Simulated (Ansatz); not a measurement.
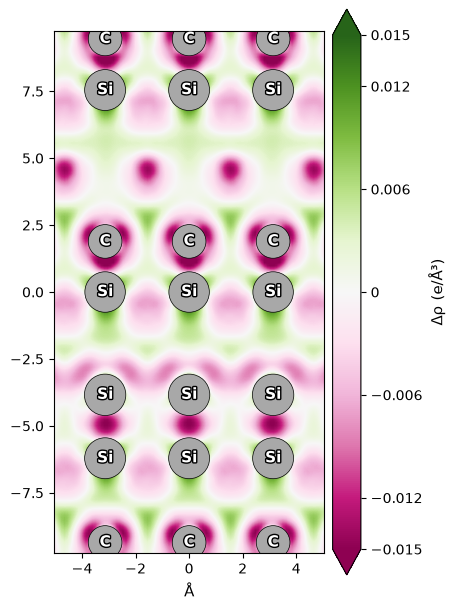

Si4C3. Difference of the valence pseudo-densities of two functionals at the same geometry, on the (100) plane of the calculation cell: one of PBE and r2SCAN less the other.

Space group P3m1; a generated structure, not necessarily the stable one.

Both computed with Ansatz (plane waves, PAW), on the same k-point mesh. Grey discs cover the atomic cores.

```
Si C
1.0
     3.13765    0.00000    0.00000
    -1.56882    2.71728    0.00000
     0.00000    0.00000   18.80784
Si C
8 6
Direct
  0.66667 0.33333 0.26447
  0.33333 0.66667 0.13068
  0.00000 0.00000 0.99728
  0.33333 0.66667 0.80056
  0.66667 0.33333 0.66596
  0.00000 0.00000 0.39812
  0.33333 0.66667 0.53174
  0.33333 0.66667 0.92652
  0.33333 0.66667 0.23115
  0.00000 0.00000 0.09792
  0.66667 0.33333 0.76821
  0.33333 0.66667 0.63328
  0.66667 0.33333 0.36518
  0.00000 0.00000 0.49922
```

Q: Which was subtracted from which, and what does the map show?

A: It is PBE less r2SCAN. Against r2SCAN, PBE gives less density around C (−0.012 e/Å³ on average at 0.8 Å from the nucleus) and a change of −0.015 e/Å³ at the midpoint of Si–C and −0.015 e/Å³ at the midpoint of Si–Si.
